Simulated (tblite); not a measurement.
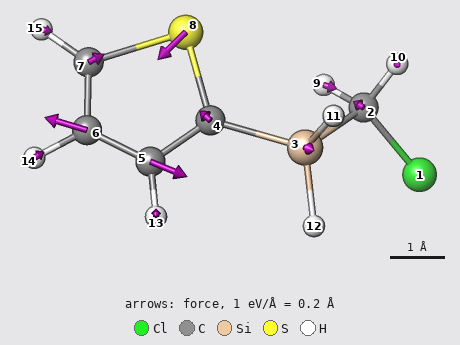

Starting geometry of C$_{5}$H$_{7}$ClSSi with the computed forces as purple arrows. A ball-and-stick model, seen at a tilt.

Theory: GFN2-xTB geometry optimisation, gas phase (tblite). 

Is this structure relaxed? If not, where do the atoms go?

It isn't relaxed: the largest force vector, on C6, is 4.22 eV/Å. The final displacements have little in common with the starting forces (cosine between the two patterns 0.15). The atom that moves furthest after the best rigid fit is Cl1 (1.26 Å). By element the largest moves are Cl 1.26 Å, H 0.95 Å, S 0.18 Å, C 0.16 Å, Si 0.16 Å. Some distances before and after: C7–S8 1.896 → 1.716 Å, C4–S8 1.830 → 1.739 Å, C5–C6 1.339 → 1.410 Å, C2–H9 1.136 → 1.088 Å. Among the angles between lasting bonds that change: Si3–C2–H9 104.4° → 113.0°, C4–S8–C7 86.4° → 91.7°, S8–C7–H15 124.5° → 119.5°. Groups turn about C2–Si3 by about 55°. Over 112 geometry steps the energy falls by 18.6 kcal/mol. Cost: 1.7 s on 1 thread of Arm Neoverse N1 (shared host).
